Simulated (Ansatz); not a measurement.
**C2H7ClOSi: geometry relaxation (part 2 of 2)**

Continued. System: C2H7ClOSi. Method: RKS PBE-D4/def2-SVP (Ansatz 0.2.0). The geometry: force-field start.

Trajectory as extended XYZ (Å, eV, eV/Å), 9 of the 10 frames kept, from step=1 to step=10
```
12
Properties=species:S:1:pos:R:3:forces:R:3 step=1 energy=-24611.16526
O    -1.9351   -0.7787    1.0074   -0.1888   0.3399   0.3276
C    -0.9451    0.1487    0.6152    0.3942  -2.2123  -0.3851
Cl   -0.3274    0.8385    2.1091    0.9345   1.0144   1.0359
C     0.1776   -0.6209   -0.1689   -2.5211  -0.2506   0.7082
Si    1.3568    0.3772   -1.1036    1.3878   1.1507   0.3567
H    -2.2345   -0.4315    1.8899   -0.0481  -0.4207  -0.7716
H    -1.3562    0.9679    0.0364   -0.3574   0.7713  -0.5538
H    -0.3781   -1.2407   -0.9087   -0.0429  -0.0512   0.0300
H     0.6148   -1.3275    0.5392    0.3804  -0.3231   0.3092
H     2.1993    1.1704   -0.1268    0.0036   0.0189  -0.1779
H     0.6492    1.3274   -1.9769   -0.2967   0.3430  -0.4343
H     2.2557   -0.4861   -1.8783    0.3544  -0.3802  -0.4447
12
Properties=species:S:1:pos:R:3:forces:R:3 step=2 energy=-24611.42876
O    -1.9364   -0.8099    1.0367    0.3057   0.5031   0.4923
C    -0.9434    0.1096    0.6410   -0.0342  -1.0630  -0.8480
Cl   -0.2246    0.9202    2.0701    0.3048   0.3306   0.4964
C     0.1371   -0.6453   -0.1693   -1.1955  -0.1943   0.6823
Si    1.3795    0.4026   -1.0573    0.6617   0.5413  -0.1660
H    -2.3084   -0.4284    1.8663   -0.0926  -0.2419  -0.4216
H    -1.3681    0.9245    0.0257   -0.1614   0.2948  -0.0318
H    -0.4236   -1.2500   -0.9186    0.0731   0.0456  -0.0162
H     0.5971   -1.3713    0.5242    0.1965  -0.1310   0.0472
H     2.2408    1.2174   -0.1226   -0.0695  -0.0915  -0.0432
H     0.6622    1.3435   -1.9736   -0.0954   0.1297  -0.1011
H     2.2647   -0.4682   -1.8884    0.1067  -0.1233  -0.0903
12
Properties=species:S:1:pos:R:3:forces:R:3 step=3 energy=-24611.52421
O    -1.8907   -0.8515    1.1173    0.1092   0.7600   0.6397
C    -0.9491    0.0751    0.6413   -0.3590  -0.3975  -0.3739
Cl   -0.1556    0.9856    2.0217    0.0426   0.1021   0.1763
C     0.1089   -0.6623   -0.1683   -0.1108  -0.0907   0.1461
Si    1.3987    0.4231   -1.0468    0.0092   0.0291  -0.1960
H    -2.3899   -0.3803    1.8372    0.2217  -0.4137  -0.6395
H    -1.4339    0.8814    0.0314    0.0984  -0.0767   0.1832
H    -0.4355   -1.2507   -0.9402    0.0459   0.0142  -0.0363
H     0.6052   -1.4063    0.4968   -0.0385   0.1087  -0.0653
H     2.2594    1.2047   -0.0980   -0.0052  -0.0345   0.0268
H     0.6782    1.3878   -1.9631    0.0558  -0.0423   0.0759
H     2.2813   -0.4619   -1.8953   -0.0692   0.0413   0.0629
12
Properties=species:S:1:pos:R:3:forces:R:3 step=4 energy=-24611.54923
O    -1.8261   -0.8445    1.1853   -0.3512  -0.5929   0.1404
C    -0.9363    0.0392    0.6575    0.1067   0.5469  -0.3497
Cl   -0.1419    0.9961    2.0469    0.2892   0.1581   0.0370
C     0.1159   -0.6786   -0.1685    0.0147   0.0686   0.1422
Si    1.3872    0.4248   -1.0579   -0.0030   0.0314  -0.0188
H    -2.4720   -0.3030    1.6720   -0.2549  -0.1180   0.1438
H    -1.4579    0.8570    0.1022    0.2332  -0.0659  -0.1263
H    -0.4083   -1.2906   -0.9348   -0.0402   0.0293   0.0029
H     0.6407   -1.3924    0.5007    0.0271  -0.0245  -0.0179
H     2.2674    1.1749   -0.1019   -0.0034  -0.0207   0.0095
H     0.6585    1.4111   -1.9368    0.0199  -0.0153   0.0287
H     2.2497   -0.4492   -1.9307   -0.0381   0.0031   0.0081
12
Properties=species:S:1:pos:R:3:forces:R:3 step=5 energy=-24611.56397
O    -1.8292   -0.8552    1.1842    0.1985  -0.1385  -0.1576
C    -0.9403    0.0656    0.6697    0.1099  -0.1103  -0.0136
Cl   -0.0345    0.9685    2.0249   -0.0878   0.1960   0.1668
C     0.1157   -0.6569   -0.1471   -0.0746  -0.0511  -0.1335
Si    1.3826    0.4269   -1.0679   -0.0637   0.0119   0.1051
H    -2.5680   -0.3809    1.5973   -0.1815   0.1759   0.1440
H    -1.4450    0.8915    0.1179    0.0441  -0.0510  -0.0177
H    -0.4041   -1.2926   -0.8990    0.0001   0.0032   0.0322
H     0.6532   -1.3396    0.5450   -0.0037  -0.0485  -0.0775
H     2.2673    1.1681   -0.1130    0.0592   0.0176  -0.0147
H     0.6546    1.4153   -1.9416    0.0079   0.0036  -0.0053
H     2.2248   -0.4661   -1.9364   -0.0086  -0.0089  -0.0282
12
Properties=species:S:1:pos:R:3:forces:R:3 step=7 energy=-24611.58818
O    -1.8055   -0.8701    1.2189    0.0645  -0.1432  -0.0309
C    -0.9584    0.0527    0.6449    0.0313   0.0757   0.0375
Cl   -0.1721    1.1289    1.9568    0.0459   0.0449  -0.0055
C     0.1275   -0.6606   -0.1370   -0.0644  -0.0564  -0.0524
Si    1.4035    0.4216   -1.0447   -0.0354   0.1137   0.0951
H    -2.5212   -0.3969    1.6833   -0.0084   0.0745  -0.0232
H    -1.4914    0.8049    0.0215   -0.0111   0.0030  -0.0096
H    -0.3869   -1.2753   -0.9067   -0.0057  -0.0750  -0.0146
H     0.6525   -1.3682    0.5396   -0.0274   0.0110   0.0009
H     2.3895    1.0462   -0.1021    0.0058   0.0013  -0.0041
H     0.6914    1.5030   -1.8164    0.0047  -0.0040   0.0209
H     2.1481   -0.4415   -2.0241    0.0003  -0.0454  -0.0142
12
Properties=species:S:1:pos:R:3:forces:R:3 step=8 energy=-24611.59368
O    -1.7845   -0.8736    1.2377   -0.0110  -0.0272   0.0215
C    -0.9623    0.0504    0.6312    0.0366   0.0259   0.0403
Cl   -0.1731    1.1817    1.9018   -0.0059   0.0130  -0.0210
C     0.1281   -0.6683   -0.1352   -0.0358  -0.0196  -0.0822
Si    1.4034    0.4268   -1.0284    0.0156   0.0738   0.0215
H    -2.5191   -0.4021    1.6759    0.0187   0.0346  -0.0317
H    -1.5120    0.7758   -0.0112   -0.0002  -0.0235   0.0351
H    -0.3772   -1.2952   -0.9022    0.0151  -0.0396  -0.0071
H     0.6522   -1.3662    0.5515   -0.0212   0.0106   0.0161
H     2.4288    1.0009   -0.0889   -0.0507  -0.0340  -0.0508
H     0.6913    1.5490   -1.7472    0.0467  -0.0572   0.0375
H     2.1014   -0.4345   -2.0509   -0.0080   0.0433   0.0209
12
Properties=species:S:1:pos:R:3:forces:R:3 step=9 energy=-24611.59675
O    -1.7722   -0.8711    1.2606    0.0270   0.0504   0.0044
C    -0.9631    0.0435    0.6222   -0.0175   0.0191   0.0080
Cl   -0.1646    1.2187    1.8541   -0.0313  -0.0373  -0.0306
C     0.1224   -0.6833   -0.1416    0.0127  -0.0170  -0.0562
Si    1.3990    0.4263   -1.0163    0.0746   0.0639  -0.0471
H    -2.5105   -0.3875    1.6779   -0.0220   0.0083   0.0059
H    -1.5264    0.7518   -0.0283    0.0092  -0.0397   0.0439
H    -0.3767   -1.3205   -0.9051    0.0107   0.0080   0.0102
H     0.6449   -1.3734    0.5538   -0.0004   0.0030   0.0139
H     2.4338    0.9712   -0.0705   -0.0527  -0.0392  -0.0387
H     0.6947    1.5720   -1.7036    0.0272  -0.0581   0.0363
H     2.0957   -0.4028   -2.0691   -0.0375   0.0386   0.0498
12
Properties=species:S:1:pos:R:3:forces:R:3 step=10 energy=-24611.59823
O    -1.7629   -0.8693    1.2758    0.0047  -0.0010  -0.0017
C    -0.9669    0.0408    0.6167   -0.0006   0.0204   0.0067
Cl   -0.1728    1.2389    1.8261   -0.0041  -0.0038  -0.0045
C     0.1223   -0.6841   -0.1459   -0.0152  -0.0095   0.0056
Si    1.4013    0.4282   -1.0137    0.0271   0.0116  -0.0091
H    -2.5078   -0.3873    1.6838   -0.0003   0.0042  -0.0022
H    -1.5425    0.7337   -0.0367   -0.0016  -0.0101   0.0027
H    -0.3713   -1.3266   -0.9073   -0.0018  -0.0076  -0.0011
H     0.6458   -1.3669    0.5564    0.0021  -0.0068  -0.0010
H     2.4427    0.9411   -0.0642   -0.0007  -0.0018   0.0002
H     0.7066    1.5872   -1.6778   -0.0037  -0.0008   0.0015
H     2.0824   -0.3909   -2.0792   -0.0060   0.0051   0.0030
```

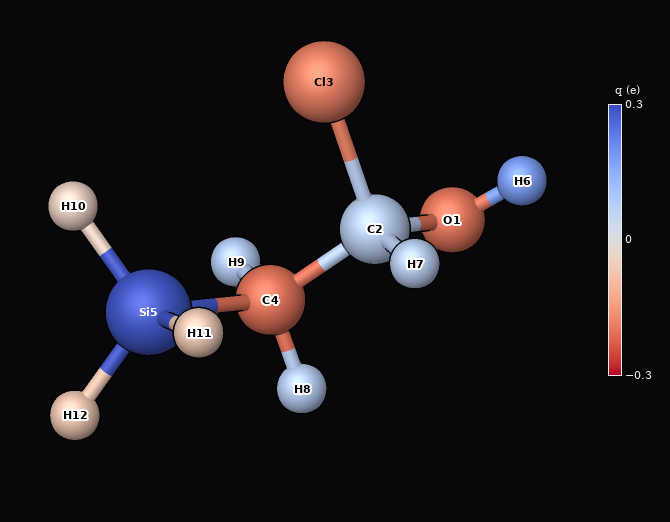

**Figure 1.** Mulliken charges, as the colour of each atom (ball-and-stick view, seen at a tilt; atoms are numbered from 1 in the order of the input; Mulliken charges depend strongly on the basis). By element: O −0.19, C −0.20 to +0.06, Cl −0.18, Si +0.28 and H −0.06 to +0.17 e.

This output came from the following input.

The input
```yaml
crystal:
  periodic: [false, false, false]
  atoms:
    - {symbol: O, position_ang: [-1.935100, -0.778700, 1.007400]}
    - {symbol: C, position_ang: [-0.945100, 0.148700, 0.615200]}
    - {symbol: Cl, position_ang: [-0.327400, 0.838500, 2.109100]}
    - {symbol: C, position_ang: [0.177600, -0.620900, -0.168900]}
    - {symbol: Si, position_ang: [1.356800, 0.377200, -1.103600]}
    - {symbol: H, position_ang: [-2.234500, -0.431500, 1.889900]}
    - {symbol: H, position_ang: [-1.356200, 0.967900, 0.036400]}
    - {symbol: H, position_ang: [-0.378100, -1.240700, -0.908700]}
    - {symbol: H, position_ang: [0.614800, -1.327500, 0.539200]}
    - {symbol: H, position_ang: [2.199300, 1.170400, -0.126800]}
    - {symbol: H, position_ang: [0.649200, 1.327400, -1.976900]}
    - {symbol: H, position_ang: [2.255700, -0.486100, -1.878300]}
basis:
  gaussian: {orbitals: def2-SVP}
hamiltonian: {xc: pbe, dispersion: d4}
relax: {f_tol: 0.03, max_steps: 200}
```

Launch command:
```bash
ansatz run in.yaml --threads 4 --pin off --events-out ev --progress --plain --max-ram 10444MiB
```

Summary

| quantity | value |
| --- | --- |
| outcome | converged |
| total energy | −24611.5983 eV |
| mean-field energy | −24611.3232 eV |
| dispersion energy | −0.2750 eV |
| SCF solution under orbital rotations | stable |
| largest force (length of the vector) at the end | 0.031 eV/Å |
| dipole moment | 2.01 D |
| hardware | 4 threads of Arm Neoverse V1, 23 GiB of memory available, shared host |
| wall time | 16 s (CPU time 58 s) |
| peak memory | 0.16 GiB |
